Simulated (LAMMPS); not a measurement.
Simulation of a melt made from FeAl (CsCl type), 54 atoms, at 1710 K and 0 GPa, brought to that temperature within a few picoseconds.

Model: classical MD, pair style eam/fs, file AlFe_mm.eam.fs, run in LAMMPS.

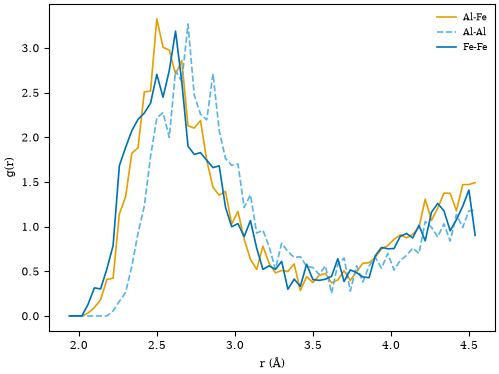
*g(r) against r (Å)*

Read from the full data:
- state found: liquid
- first peak of g(r), Al-Fe: 2.54 Å, height 3.3
- coordination number of Al by Fe: 6.41 (counted to 3.54 Å)
- coordination number of Fe by Al: 6.41 (counted to 3.54 Å)
- first peak of g(r), Al-Al: 2.68 Å, height 3.3

Caution: the potential EAM-type AlFe_mm.eam.fs is made for dilute Fe in Al. Caution: with EAM-type AlFe_mm.eam.fs the 0 K volume of this crystal is -6 % off the measured one. Caution: a run this short can hold a crystal over, or a liquid under, the potential's melting point.
